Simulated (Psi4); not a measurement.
Intermolecular potential of HBr ··· CH3Cl (SMILES Br and CCl). Monomers: optimised at B3LYP-D3(BJ) (def2-TZVP), held rigid. Orientation: lowest of the rigid-body minima from ten starts at GFN2-xTB. Only R, the distance of the centres of mass, is varied, so the lowest point isn't the relaxed dimer.

Calculation: SAPT0/jun-cc-pVDZ, frozen core (Psi4).

Components in kJ/mol:

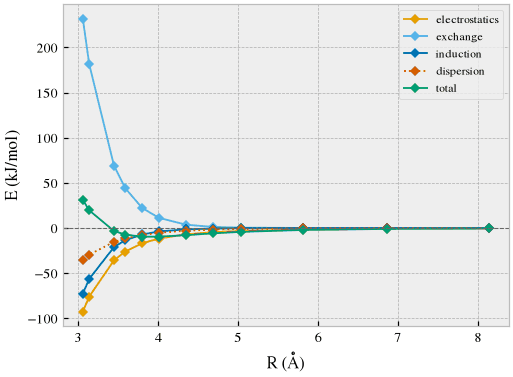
Figure: Components of the interaction energy.

| R / Å | electrostatics | exchange | induction | dispersion | total |
|---|---|---|---|---|---|
| 3.06 | -92.64 | 231.65 | -72.70 | -35.27 | 31.03 |
| 3.14 | -75.89 | 181.34 | -56.37 | -29.55 | 19.53 |
| 3.45 | -35.77 | 68.82 | -21.08 | -15.31 | -3.34 |
| 3.59 | -26.11 | 44.03 | -13.62 | -11.58 | -7.28 |
| 3.80 | -17.00 | 22.32 | -7.17 | -7.78 | -9.62 |
| 4.01 | -11.68 | 11.22 | -3.86 | -5.34 | -9.66 |
| 4.35 | -7.04 | 3.63 | -1.50 | -3.01 | -7.91 |
| 4.68 | -4.72 | 1.21 | -0.64 | -1.79 | -5.94 |
| 5.04 | -3.27 | 0.36 | -0.29 | -1.06 | -4.25 |
| 5.81 | -1.72 | 0.03 | -0.07 | -0.40 | -2.17 |
| 6.86 | -0.85 | 0.00 | -0.02 | -0.14 | -1.01 |
| 8.13 | -0.43 | 0.00 | -0.01 | -0.05 | -0.48 |
